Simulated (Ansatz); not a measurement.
# doublet GaH2O2F+: levels of theory compared

We compute a comparison of 6 runs (UHF/STO-3G, U-r2SCAN0/6-31G*, U-revPBE/6-31G*, UPBE0/6-31G*, USVWN5/6-31G*, UCCSD/6-31G*) of doublet GaH2O2F+. 

Program for the calculation: Ansatz 0.2.0.

62 further runs of the same task are left out: 62 set aside as unsound or not needed.

## 1. The structure to begin with

The species is GaH2O2F+ (6 atoms), meant as a doublet with charge +1. SMILES of the parent species: `[OH][Ga]([OH])[F]`. The shape is that of a PBE0-D4/def2-TZVP optimisation. This is one conformer, not always the lowest. That shape belongs to the parent species and isn't relaxed for this state.

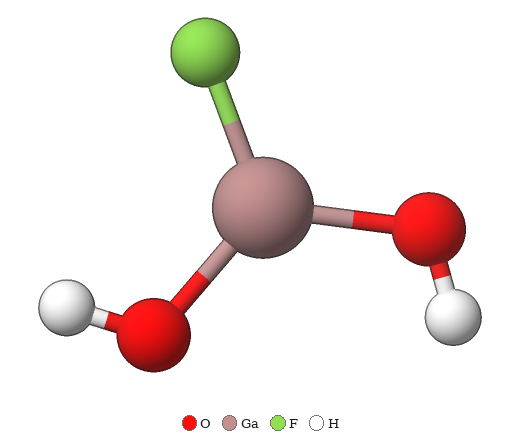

The structure, seen from a chosen angle (oxygen red, gallium pink, fluorine green, hydrogen white).

## 2. A single-point energy at UHF/STO-3G (run 1)

molecule.yaml reads:

```yaml
crystal:
  periodic: [false, false, false]
  atoms:
    - symbol: O
      position_ang: [-0.297200, 1.351000, -0.574800]
    - symbol: Ga
      position_ang: [-0.068200, -0.342400, -0.117600]
    - symbol: O
      position_ang: [0.794400, -0.842300, 1.335300]
    - symbol: F
      position_ang: [-0.722600, -1.588800, -1.144800]
    - symbol: H
      position_ang: [-0.788800, 1.459000, -1.392800]
    - symbol: H
      position_ang: [1.124200, -0.100400, 1.848500]
basis:
  gaussian:
    orbitals: STO-3G
total_charge: 1
magnetization:
  spin_polarized: true
  initial_magnetization: 1
hamiltonian:
  xc: hf
accuracy: high
output: {orbitals: {seedname: orbitals}}
```

Started as:

```sh
$ ansatz run molecule.yaml --threads 1 --pin off --max-ram 3480MiB --events-out events.jsonl --progress --plain --runs-dir runs
```

Output:

```text
Warning: RAYON_NUM_THREADS=1 ignored (pool sized by the plan → 1); use --threads N
Functional definition: HF
  name "HF"
  exchange = exact_x
  correlation = 0
612 factors; integrals over basis functions are off by at most 6.9e-9 eV
mean field evaluation 1: about -58427.2546 eV, gradient 4.3e1 eV
mean field evaluation 2: about -58427.3473 eV, gradient 4.3e1 eV
mean field evaluation 4: about -58439.9338 eV, gradient 4.5e0 eV
mean field evaluation 8: about -58440.3864 eV, gradient 2.3e-1 eV
mean field evaluation 16: about -58440.3910 eV, gradient 5.0e-8 eV
mean field evaluation 32: about -58440.3478 eV, gradient 1.2e-1 eV
mean field evaluation 64: about -58440.2550 eV, gradient 2.9e-1 eV
mean field evaluation 96: about -58437.2741 eV, gradient 1.7e0 eV
mean field evaluation 128: about -58440.3544 eV, gradient 9.5e-2 eV
mean field evaluation 160: about -58440.2311 eV, gradient 3.3e-2 eV
mean field -58440.39102964 eV, -2147.6447580195 hartree, gradient 2.3e-8 eV, S^2 0.750746; 3 other end points of the search recorded, 0 dependent functions left out
reference -58440.39102964 eV, -2147.6447580195 hartree; 29, 28 occupied and 6, 7 virtual orbitals, 612 factors
Total energy: -58440.39102964 eV, -2147.6447580195 hartree
```

Run time: 2.1 s. Hardware: 1 thread of Arm Neoverse V2, shared host; peak memory 0.1 GiB.

## 3. The energy at U-r2SCAN0/6-31G(d) (spherical functions) (run 2)

input.yaml reads:

```yaml
crystal:
  periodic: [false, false, false]
  atoms:
    - {symbol: O, position_ang: [-0.297200, 1.351000, -0.574800]}
    - {symbol: Ga, position_ang: [-0.068200, -0.342400, -0.117600]}
    - {symbol: O, position_ang: [0.794400, -0.842300, 1.335300]}
    - {symbol: F, position_ang: [-0.722600, -1.588800, -1.144800]}
    - {symbol: H, position_ang: [-0.788800, 1.459000, -1.392800]}
    - {symbol: H, position_ang: [1.124200, -0.100400, 1.848500]}
basis:
  gaussian:
    orbitals: 6-31G_st_-spherical.json
total_charge: 1
magnetization:
  spin_polarized: true
  initial_magnetization: 1
hamiltonian:
  xc: {name: r2SCAN0}
accuracy: high
output: {orbitals: {seedname: orbitals}}
```

The basis set 6-31G* is read from a file made from the Basis Set Exchange's data (not shown).

Started as:

```sh
$ ansatz run input.yaml --threads 1 --pin off --max-ram 3480MiB --events-out events.jsonl --progress --plain --runs-dir runs
```

Output:

```text
Warning: RAYON_NUM_THREADS=1 ignored (pool sized by the plan → 1); use --threads N
Functional definition: r2SCAN0
  name "r2SCAN0"
  parameter a = 0.25
  parameter k0 = 0.174
  parameter k1 = 0.065
  parameter a1 = 4.9479
  exchange = (1 - a)*r2scan_x(k0 = k0, k1 = k1, a1 = a1) + a*exact_x
  correlation = r2scan_c
1621 factors; integrals over basis functions are off by at most 4.1e-9 eV
mean field evaluation 1: about -59186.0266 eV, gradient 6.2e1 eV
mean field evaluation 2: about -59148.7101 eV, gradient 1.2e2 eV
mean field evaluation 4: about -59198.5314 eV, gradient 7.6e0 eV
mean field evaluation 8: about -59198.9228 eV, gradient 8.1e-1 eV
mean field evaluation 16: about -59198.9252 eV, gradient 7.1e-3 eV
mean field evaluation 32: about -59198.9252 eV, gradient 1.8e-6 eV
mean field -59198.92517301 eV, -2175.5203736356 hartree, gradient 4.6e-8 eV, S^2 0.776885; 6 other end points of the search recorded, 0 dependent functions left out
reference -59198.92518065 eV, -2175.5203739162 hartree; 29, 28 occupied and 49, 50 virtual orbitals, 1621 factors
Total energy: -59198.92518065 eV, -2175.5203739162 hartree
```

Wall time 57 s (1 thread of Arm Neoverse V2, shared host); peak memory 0.51 GiB.

Runs 3 to 4 aren't shown in full; the table further down has their settings and results.

## 4. The energy at USVWN5/6-31G(d) (spherical functions) (run 5)

job.yaml reads:

```yaml
crystal:
  periodic: [false, false, false]
  atoms:
    - {symbol: O, position_ang: [-0.297200, 1.351000, -0.574800]}
    - {symbol: Ga, position_ang: [-0.068200, -0.342400, -0.117600]}
    - {symbol: O, position_ang: [0.794400, -0.842300, 1.335300]}
    - {symbol: F, position_ang: [-0.722600, -1.588800, -1.144800]}
    - {symbol: H, position_ang: [-0.788800, 1.459000, -1.392800]}
    - {symbol: H, position_ang: [1.124200, -0.100400, 1.848500]}
basis:
  gaussian:
    orbitals: 6-31G_st_-spherical.json
total_charge: 1
magnetization:
  spin_polarized: true
  initial_magnetization: 1
hamiltonian:
  xc: {name: SVWN5}
accuracy: high
output:
  orbitals: {seedname: orbitals}
```

The basis set 6-31G* is read from a file made from the Basis Set Exchange's data (not shown).

Started as:

```sh
$ ansatz run job.yaml --threads 1 --pin off --max-ram 3480MiB --events-out events.jsonl --progress --plain --runs-dir runs
```

Output:

```text
Warning: RAYON_NUM_THREADS=1 ignored (pool sized by the plan → 1); use --threads N
Functional definition: SVWN5
  name "SVWN5"
  exchange = slater_x
  correlation = vwn5_c
1621 factors; integrals over basis functions are off by at most 4.1e-9 eV
mean field evaluation 1: about -59056.2288 eV, gradient 7.7e1 eV
mean field evaluation 2: about -58922.9522 eV, gradient 1.9e2 eV
mean field evaluation 4: about -59069.7887 eV, gradient 3.4e1 eV
mean field evaluation 8: about -59073.2000 eV, gradient 2.0e1 eV
mean field evaluation 16: about -59075.7930 eV, gradient 7.1e-1 eV
mean field evaluation 32: about -59075.8318 eV, gradient 7.9e-7 eV
mean field evaluation 64: about -59075.8317 eV, gradient 1.8e-8 eV
mean field -59075.83175672 eV, -2170.9967740226 hartree, gradient 2.8e-8 eV, S^2 0.753576; 8 other end points of the search recorded, 0 dependent functions left out
reference -59075.83176146 eV, -2170.9967741967 hartree; 29, 28 occupied and 49, 50 virtual orbitals, 1621 factors
Total energy: -59075.83176146 eV, -2170.9967741967 hartree
```

It took 17 s on 1 thread of Arm Neoverse V2, shared host; peak memory 0.22 GiB.

## 5. A single-point energy at UCCSD/6-31G(d) (spherical functions) (run 6)

job.yaml reads:

```yaml
crystal:
  periodic: [false, false, false]
  atoms:
    - symbol: O
      position_ang: [-0.297200, 1.351000, -0.574800]
    - symbol: Ga
      position_ang: [-0.068200, -0.342400, -0.117600]
    - symbol: O
      position_ang: [0.794400, -0.842300, 1.335300]
    - symbol: F
      position_ang: [-0.722600, -1.588800, -1.144800]
    - symbol: H
      position_ang: [-0.788800, 1.459000, -1.392800]
    - symbol: H
      position_ang: [1.124200, -0.100400, 1.848500]
basis:
  gaussian: {orbitals: 6-31G_st_-spherical.json}
total_charge: 1
magnetization: {spin_polarized: true, initial_magnetization: 1}
correlation: {method: ccsd, frozen_orbitals: {F: 1, Ga: 9, H: 0, O: 1}}
accuracy: high
scf: {omitted_lower_state_checks: [cluster_reference, increment]}
```

The basis set 6-31G* is read from a file made from the Basis Set Exchange's data (not shown).

Started as:

```sh
$ ansatz run job.yaml --threads 1 --pin off --max-ram 3480MiB --events-out events.jsonl --progress --plain --runs-dir runs
```

Output:

```text
Warning: RAYON_NUM_THREADS=1 ignored (pool sized by the plan → 1); use --threads N
[... 14 lines left out ...]
12 core orbitals not correlated: weight in the atoms' cores, before any rotation towards them, 1.000 or more for the frozen orbitals, at most 0.000 for the correlated occupied ones
[... 48 lines left out ...]
Total energy: -59149.53065893 eV, -2173.7051587238 hartree
Checks for a lower state left out: cluster_reference, increment
```

Wall time 1.8 min (1 thread of Arm Neoverse V2, shared host); peak memory 0.67 GiB.

## 6. The series

```tsv
run	level	frozen core orbitals	energy (Eh)	HOMO energy (eV)	LUMO energy (eV)	⟨S²⟩	wall time
1	UHF/STO-3G	–	-2147.644758	-17.71	-3.16	0.751	2.1 s
2	U-r2SCAN0/6-31G* (spherical functions)	–	-2175.520374	-15.80	-14.05	0.777	57 s
3	U-revPBE/6-31G* (spherical functions)	–	-2175.511885	-14.69	-14.65	0.755	35 s
4	UPBE0/6-31G* (spherical functions)	–	-2175.208687	-15.77	-14.13	0.769	23 s
5	USVWN5/6-31G* (spherical functions)	–	-2170.996774	-15.08	–	0.754	17 s
6	UCCSD/6-31G* (spherical functions)	12	-2173.705159	–	–	0.756	1.8 min
```

## 7. Outcome

```
                                           quantity           value
                                run 6: total energy  -2173.70516 Eh
run 6: correlation energy (12 core orbitals frozen)      -726.3 mEh
           run 6: ⟨S²⟩ of the reference determinant           0.756
                               run 6: T1 diagnostic           0.043
```

What this shows: Totals of different functionals can't be ranked against each other. In run 1 the basis is minimal, so the values are rough. All runs together took 4.1 min, the longest 1.8 min.
